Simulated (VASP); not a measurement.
Band structure of NaH (rock salt). Level of theory: revTPSS meta-GGA, VASP's PBE PAW potentials (set 64) (plane waves; VASP 6.6.1).

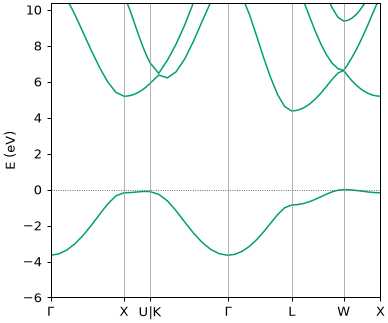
*Bands along high-symmetry lines, zero at the valence-band maximum or, without a gap, the Fermi level*

Q: Read the plot: is there a gap, and where are the band edges?

A: The gap is indirect, 4.37 eV, from the valence maximum at W to the conduction minimum at L.

The compound is NaH in the rock salt structure. It was relaxed first, which changed the volume by -6 %.
